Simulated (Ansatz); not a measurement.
# YP (model cell, started as zinc blende): from the cell to its phonons, part 2 of 2

Wanted: vibrations and spectra of YP (model cell, started as zinc blende); the cell is already relaxed. After the zone centre comes a 4×4×4 q mesh on a 8×8×8 k mesh.

Ansatz 0.2.0; DFT PBEsol, scalar-relativistic, plane waves, norm-conserving pseudopotentials.

So far. Step 2 (Zone-centre response): Before it was imposed, the acoustic sum rule was missed by 6.3e-5 eV/Å² and the charge sum rule by 8.7e-4 e. Small misses are needed for a sound result but don't prove that mesh and cutoff are converged. The lowest optical mode is real, 282 cm⁻¹.

The structure was built from a prototype and need not be the compound's stable phase.

### 3. The dispersion

Stability and thermal properties need the whole zone. Linear response on a 4×4×4 q mesh gives force constants as far as a supercell of that size would, and the tensors from the zone-centre run are typed in so that the long-range dipole term is interpolated apart.

Input file input.yaml:

```yaml
crystal:
  lattice:
    - [0.0, 3.1113865212, 3.1113865212]
    - [3.1113865212, 0.0, 3.1113865212]
    - [3.1113865212, 3.1113865212, 0.0]
  atoms:
    - { symbol: "Y", position: [0.0, 0.0, 0.0] }
    - { symbol: P, position: [0.25, 0.25, 0.25] }
kpoints:
  mp_grid: { grid: [8, 8, 8] }
hamiltonian:
  xc: pbesol
  pseudopotentials: { kind: nc }
scf:
  occupations: { method: fixed }
output:
  eigenvalues: true
phonons:
  method: dfpt
  qmesh: [4, 4, 4]
  temperatures: { t_max: 1000, t_step: 50 }
  qpath:
    path:
      - [[0.0, 0.0, 0.0], [-0.5, -0.5, 0.0], [-0.375, -0.375, 0.25]]
      - [[-0.375, 0.0, 0.375], [0.0, 0.0, 0.0], [0.0, 0.0, 0.5], [-0.5, -0.25, 0.25], [-0.5, -0.5, 0.0]]
    npoints: 10
  non_analytic_term:
    high_frequency_dielectric_tensor: [[7.3313, 0.0, 0.0], [0.0, 7.3313, 0.0], [0.0, 0.0, 7.3313]]
    born_effective_charges:
      - { species: "Y", tensor: [[2.8775, 0.0, 0.0], [0.0, 2.8775, 0.0], [0.0, 0.0, 2.8775]] }
      - { species: P, tensor: [[-2.8775, 0.0, 0.0], [0.0, -2.8775, 0.0], [0.0, 0.0, -2.8775]] }
    source: "zone-centre run at this cell"
```

On the command line:

```console
$ ansatz run input.yaml --threads 4 --pin off --max-ram 7168MiB --backend cpu --events-out ev --progress --plain --runs-dir out
```

Numbers of over 12 decimals in the logs are rounded to 6 here.

What it wrote:

```text
Warning: phonons: the dynamical matrix that this run interpolates holds no multipole term above the dipole-dipole one, and a site of this crystal is no centre of inversion, so its interpolated transverse optical and acoustic branches and sound speeds can stay off near Gamma, and the density of states and the thermodynamics with them. What a run solves at a wave vector of phonons.qpoints, Gamma apart, where the deck admits one, is free of this, and under fd what a larger phonons.supercell samples
[...]
Crystal: 2 atoms, lattice volume = 60.241 Å³
Basis set: ecut = 979.609905 eV, 4279 PW (Γ), exchange–correlation on 90×90×90 points (8 copies of the dense FFT grid, shifted against one another)
Bands: 12, of which v1, the nominal top of the filled ones, is band 8 counted from 1 (7 counted from 0)
Symmetry: 24 space group operations
k-points: 29 of 512 (time reversal used)
[...]
SCF iter   1: F=—  HF=-1300.532003 eV  |F-HF|=—  |Δ(HF+E_count)|=         —  Δρ=3.44e-2  dr2=1.41e0  ethr=3.10e-3  ⟨swp⟩=5.0  Hψ=2004  notcnv=0  defer=53
[...]
SCF iter   9: F=-1300.153488 eV  HF=-1300.153488 eV  |F-HF|=3.18e-12  |Δ(HF+E_count)|=  2.00e-11  Δρ=1.16e-7  dr2=5.15e-12  ethr=1.00e-12  ⟨swp⟩=8.1  Hψ=2801  notcnv=0
SCF 1 converged in 9 iterations: F = -1300.153488 eV  dr2 = 5.15e-12
NSCF: frozen V_eff on 29 k-points
[...]
DFPT response loops at q = (0, 0, 0) (fractional): preconditioner auto → none (the input reference at scf.mixing.eps_inf says where Resta's filter doesn't serve); β = 0.50; Broyden in place of MSR1
[...]
SCF converged after 9 iterations
Free energy (F): -1300.153488 eV
[...]
Internal energy: -1300.153488 eV  (E = F + TS)
E sigma→0 (E₀):  -1300.153488 eV
Fermi energy:    5.385268 eV
[...]
--- Band table (eV; the first three rows and the last of 29) ---
  k-point 0: bands = [... 4 lower, -3.2486, 4.5060, 4.5060, 4.5060, 8.3134, 8.7703, 8.7703, 12.4066]
  k-point 1: bands = [... 4 lower, -3.1510, 4.2549, 4.5651, 4.5651, 8.6708, 8.6708, 8.8488, 12.0415]
  k-point 2: bands = [... 4 lower, -2.9118, 3.8594, 4.6939, 4.6939, 8.6115, 8.6115, 9.7050, 11.3013]
  k-point 28: bands = [... 4 lower, -2.3404, 4.0320, 4.2842, 5.3515, 6.9380, 8.5791, 9.6975, 10.3039]
--- Phonons (Γ-DFPT): 2 representative perturbations + reference (Σ response iterations 5) ---
  ASR residual: 1.875e-5 → 0.000e0 eV/Å²; symmetrization residual: 1.231e-6 eV/Å²
  ASR residual per site (eV/Å²): 1.87e-5 4.59e-6
  Γ frequencies (cm⁻¹): 0.00 0.00 0.00 281.70 281.70 281.70
--- Phonons (arbitrary-q DFPT): 8 irreducible q on the 4×4×4 mesh ---
  q = [0.0000, 0.0000, 0.0000] (star 1, of the zone-centre solve; hermiticity 3.67e-7, symmetrization 2.38e-15): -0.00 0.00 0.00 281.70 281.70 281.70
  q = [0.0000, 0.0000, 0.2500] (star 8, 2 solved perturbations on 288 of 512 k-point pairs; hermiticity 2.69e-7, symmetrization 1.25e-13, the responses' own estimated error 1.2e-4 eV/Å²): 28.53 28.53 107.98 277.87 277.87 326.32
[...]
q = [0.0000, 0.2500, 0.2500] (star 6, 4 solved perturbations in 528 linear systems a pass and spin channel, the states on 164 of 512 k-point pairs; hermiticity 1.48e-7, symmetrization 3.05e-14, the responses' own estimated error 1.2e-4 eV/Å²): 49.05 49.05 113.85 272.75 272.75 326.00
[...]
sum rule: each row above includes the acoustic sum rule's correction from the zone centre's row sums; it moved no ω² by more than (0.24 cm⁻¹)²
  mesh force constants: q→R imaginary residual 1.92e-18; ASR residual 1.875e-5 → 0.000e0 eV/Å²; symmetrization residual 5.329e-15 eV/Å²
  interpolated dispersion: 63 rows × 6 modes
  density of states and harmonic sums: on the 20×20×20 q-mesh, interpolated from the force constants of a 4×4×4 supercell (with the dipole–dipole term of supplied tensors)
  largest difference from the sums on the solved wave vectors: F 1.12e-2 eV, S 1.51e-5 and C_V 3.83e-6 eV/K
  zero-point energy: 0.069608 eV/cell   skipped modes (ω ≤ 0): 5, of them read as no rigid motion or as one in doubt: 2 (2.000e-3 modes/cell left out, lowest -0.60 cm⁻¹)   left out of the sums: 3.96e-4 of the cell's modes: C_V's classical limit lies that fraction below 3 k_B per atom; for a crystal, a wire or a layer, F and S can be off by more, and a phonons.interpolated_qmesh denser along its periods is the remedy for the sampling
```

It took 2.7 min on 4 threads of Arm Neoverse V1, shared host; peak memory 2.4 GiB; 10 min of CPU time.

This step gave:

| Property | Result |
| --- | --- |
| sum-rule residual before enforcement | 1.87e-5 eV/Å² |
| lowest frequency on the path | -0.6044 cm⁻¹ |
| highest frequency on the path or at a solved wavevector | 345.7 cm⁻¹ |
| lowest mode on the q mesh (acoustic modes at Γ apart) | 28.53 cm⁻¹ |

Frequencies (cm⁻¹) solved at each irreducible wavevector; negative means imaginary. Frequencies by wavevector, by row:

| q in reciprocal lattice units | star | mode 1 | mode 2 | mode 3 | mode 4 | mode 5 | mode 6 |
| --- | --- | --- | --- | --- | --- | --- | --- |
| 0 0 0 | 1 | 0 | 0 | 0 | 281.7 | 281.7 | 281.7 |
| 0 0 0.25 | 8 | 28.5 | 28.5 | 108 | 277.9 | 277.9 | 326.3 |
| 0 0 -0.5 | 4 | 41.9 | 41.9 | 171.7 | 274.1 | 274.1 | 294.3 |
| 0 0.25 0.25 | 6 | 49 | 49 | 113.8 | 272.8 | 272.8 | 326 |
| 0 0.25 -0.5 | 24 | 61.6 | 89.6 | 164.4 | 267.8 | 269.4 | 293.7 |
| 0 0.25 -0.25 | 12 | 46.4 | 89.7 | 146.1 | 272.5 | 272.9 | 301.2 |
| 0 -0.5 -0.5 | 3 | 75.4 | 75.4 | 187.2 | 262.1 | 262.1 | 288.2 |
| 0.25 -0.5 -0.25 | 6 | 90.2 | 99.9 | 172.5 | 261.4 | 271.6 | 280.2 |

Interpolated from a 4×4×4 q mesh, with the LO-TO term (at Γ the limit along the path; where Γ stands inside the path, tables give the limit on arrival). Phonon branches along the path, in cm⁻¹:

```csv
point,branch 1,branch 2,branch 3,branch 4,branch 5,branch 6
Γ,0,0,0,282,282,346
X,75,75,187,262,262,288
U,65,104,175,266,266,285
jump to K,65,104,175,266,266,285
Γ,0,0,0,282,282,346
L,42,42,172,274,274,294
W,90,100,172,261,272,280
X,75,75,187,262,262,288
```

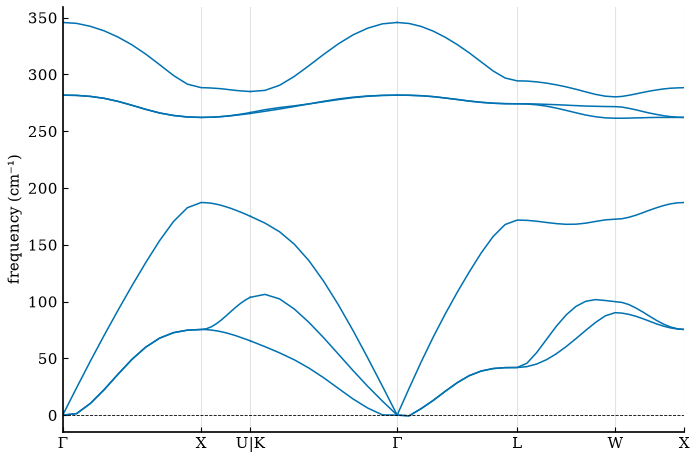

Phonon branches along the path.

The phonon density of states has structure finer than the step of the table below, so its rows give means over 25 cm⁻¹, whole bins alone (the curve runs from -2.5 to 348 cm⁻¹). Peaks (cm⁻¹: height): 72.5: 0.0367, 167.5: 0.0430, 272.5: 0.175.

Tetrahedra on a 20×20×20 mesh, mean over bins of 5 cm-1. Interpolated from a 4×4×4 q mesh. The phonon density of states by wavenumber; means over each step:

```
wavenumber (cm⁻¹)  phonon density of states (1/cm⁻¹/cell)
               25                                 0.00746
               50                                  0.0282
               75                                  0.0313
              100                                  0.0170
              125                                 0.00521
              150                                  0.0120
              175                                  0.0179
              200                                  5.3e-5
              225                                       0
              250                                 0.00509
              275                                  0.0817
              300                                  0.0239
              325                                 0.00836
```

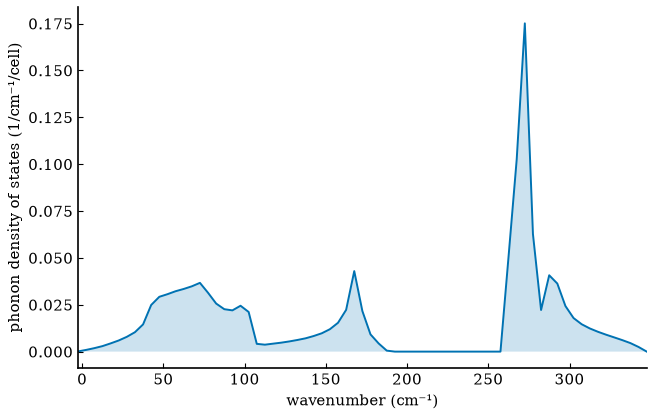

Phonon density of states, plotted against wavenumber.

The partial phonon density of states has structure finer than the step of the table below, so its rows give means over 20 cm⁻¹, whole bins alone (the curve runs from -10 to 364 cm⁻¹). Peaks (cm⁻¹: height): P 272.7: 0.110; Y 70.1: 0.0286, 169.0: 0.0355, 272.7: 0.0382.

Phonopy on the run's constants, 15x15x15 mesh, Gaussian sigma 2.7 cm-1. Interpolated from a 4×4×4 q mesh. Table of partial phonon density of states by wavenumber; means over each step; values in 1/cm⁻¹/cell:

```
wavenumber (cm⁻¹)        P        Y
                0   2.4e-4   6.7e-4
               20  0.00141  0.00388
               40  0.00542   0.0145
               60  0.00872   0.0238
               80  0.00727   0.0214
              100  0.00430   0.0139
              120   9.4e-4  0.00372
              140  0.00127  0.00654
              160  0.00180   0.0198
              180   3.4e-4  0.01000
              200        0   2.6e-5
              220        0        0
              240        0        0
              260   0.0311   0.0108
              280   0.0561   0.0157
              300   0.0206  0.00244
              320  0.00802  0.00195
              340  0.00261   8.2e-4
```

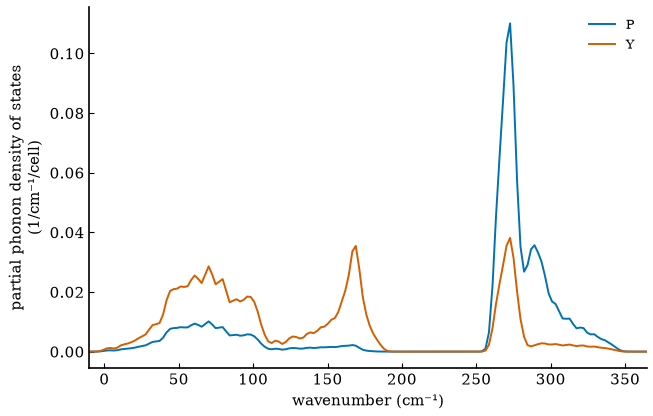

Partial phonon density of states, plotted against wavenumber.

Second derivatives of the energy by pair, one row for each kind of neighbour of each atom listed. Each entry sums the pair over the periodic images of the supercell that the q mesh stands for, and in a polar crystal it holds the long-range dipole part too. Force constants by pair, by row:

| atom | neighbour | distance (Å) | third of the trace (eV/Å²) | along the pair's line (eV/Å²) |
| --- | --- | --- | --- | --- |
| Y1 | itself | 0 | 8.405 | – |
| Y1 | P | 2.695 | -1.875 | -4.617 |
| Y1 | Y | 4.4 | -0.0586 | -0.5731 |
| Y1 | P | 5.16 | -0.0319 | 0.206 |
| Y1 | Y | 6.223 | -0.0262 | -0.1496 |
| Y1 | P | 6.781 | 0.0601 | 0.177 |
| P2 | itself | 0 | 7.321 | – |
| P2 | Y | 2.695 | -1.875 | -4.617 |
| P2 | P | 4.4 | 0.0199 | -0.4712 |
| P2 | Y | 5.16 | -0.0319 | 0.206 |
| P2 | P | 6.223 | -0.0158 | -0.1057 |
| P2 | Y | 6.781 | 0.0601 | 0.177 |

Symmetry leaves 8 wavevectors to solve. The lowest mode among them, the acoustic zeros apart, lies at q = (0, 0, 0.25) and is real, 28.5 cm⁻¹.

### 4. Outcome

```json
{"space group (within 0.01 Å)": "F-43m", "volume per atom": "30.1 Å³", "gap on the k-mesh": "1.52 eV", "highest optical mode at the zone centre (no LO-TO term)": "282 cm⁻¹", "top of the zone-centre spectrum with the field": "346 cm⁻¹", "lowest optical zone-centre mode": "282 cm⁻¹", "mean high-frequency dielectric constant": "7.33", "mean static dielectric constant": "11.0", "largest Born charge (third of the trace)": "2.88 e", "lowest mode on the q mesh (acoustic modes at Γ apart)": "28.5 cm⁻¹", "highest frequency on the path or at a solved wavevector": "346 cm⁻¹", "imaginary modes on the 4×4×4 q mesh": "none"}
```

The structure is a minimum as far as tested: no mode is imaginary at the 8 irreducible wavevectors of the 4×4×4 mesh, and the softest away from the acoustic zeros lies at 29 cm⁻¹. Without the field, the optical modes at Γ form one degenerate level at 282 cm⁻¹. The highest mode in this list at Γ, 281.7 cm⁻¹, is mostly motion of P (74 % of the kinetic energy). With the macroscopic field of the longitudinal modes the top of the zone-centre spectrum lies at 346 cm⁻¹, against 282 cm⁻¹ without it. Lattice motion raises the mean dielectric constant from 7.331 to 11.04. The strongest infrared line is at 282 cm⁻¹. Averaged over orientations, the strongest Raman line at 532 nm and 300 K is at 282 cm⁻¹, among the modes without the field; their longitudinal partners can be Raman active too. The tensors are the static, non-resonant ones, while 532 nm light (2.33 eV) lies above the computed gap. The program warns that the interpolation holds no quadrupole term, so branches close to Γ can be off in this crystal. The starting cell was built on a prototype and not taken from a measurement, so the phase need not exist. These are harmonic frequencies at zero temperature: anharmonic shifts, linewidths and thermal expansion are left out.

[Logs are printed without paths, hosts, clocks, repeated set-up lines and the standing remarks that a program may print on its own settings, such as how far it seeks lower states.]

[Hosts, paths, dates, database ids (printed as entryN), source tags and the programs' standing remarks are cut or masked in the printed files.]
